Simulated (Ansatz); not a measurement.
| atom | x (Å) | y (Å) | z (Å) |
| --- | --- | --- | --- |
| Si | -0.7472 | -0.0289 | 0.7848 |
| C | 0.8685 | -0.8767 | 1.2542 |
| O | -1.0016 | -0.0166 | -0.8816 |
| C | -0.1874 | 0.7139 | -1.7731 |
| H | 0.8582 | 0.3263 | -1.8139 |
| H | -1.9208 | -0.7737 | 1.3488 |
| H | -0.7380 | 1.3904 | 1.3083 |
| H | 1.7474 | -0.3423 | 0.8391 |
| H | 0.8897 | -1.9209 | 0.8816 |
| H | 0.9817 | -0.9026 | 2.3581 |
| H | -0.1359 | 1.7978 | -1.5115 |
| H | -0.6144 | 0.6333 | -2.7945 |

These are results of RKS PBE-D4/def2-SVP in Ansatz 0.2.0, not measurements.

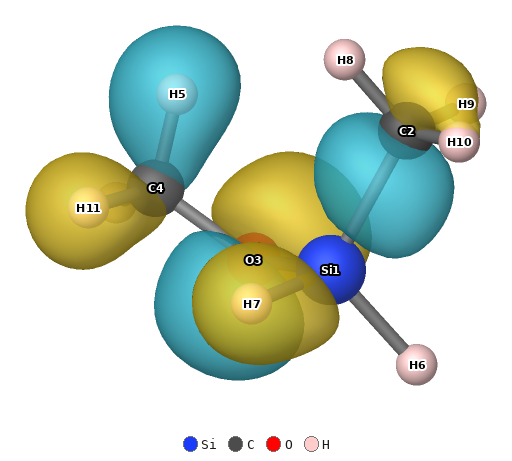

C$_{2}$H$_{8}$OSi. The HOMO at ±0.1 Å⁻³ᐟ² (yellow and cyan are the two phases), seen at a tilt.

Describe this orbital and give its energy.

Answer. It lies mainly on O3 (about 55 %), C4 (about 10 %), C2 (about 10 %) and H5 (about 5 %). Its energy is −6.21 eV.
